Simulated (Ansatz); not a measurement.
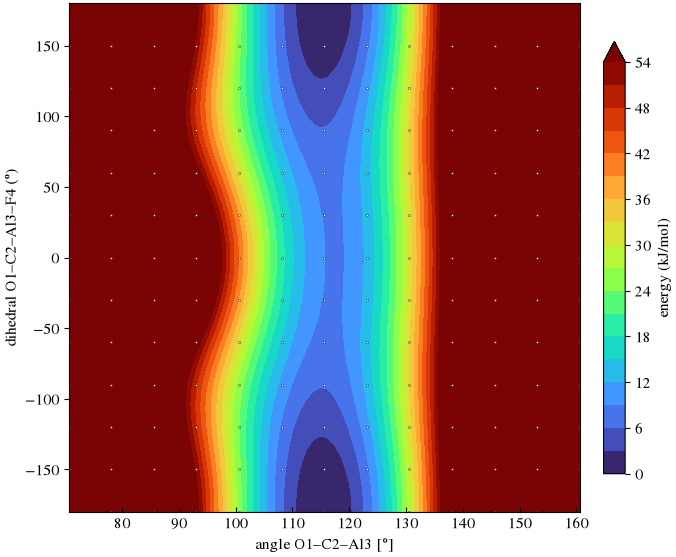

CH2AlFO, SMILES O=[CH][AlH][F]. The first coordinate is: angle O1–C2–Al3; the second: dihedral O1–C2–Al3–F4. Nothing is relaxed (all other coordinates rigid). Grid: 13 × 12 points; 137 points were computed and 19 follow by symmetry. Points are written as (first, second). Energies are in kJ/mol, from the relaxed molecule at the same level. Theory: Ansatz, RKS PBE0-D4/def2-TZVP.

The picture shows filled contours, dots at the grid points, one colour for all values above the top of the scale. Between grid points the surface is interpolated.

Q: Where is the minimum, and how stiff is the well along each coordinate?

A: The interpolated minimum is at angle O1–C2–Al3 ≈ 115.6°, dihedral O1–C2–Al3–F4 ≈ −180°. The curvatures there are about 8.1 eV/rad² and 0.093 eV/rad², with a cross term of about 0 eV/rad². Round the minimum the two coordinates are nearly uncoupled. (1 eV is 96.5 kJ/mol.)
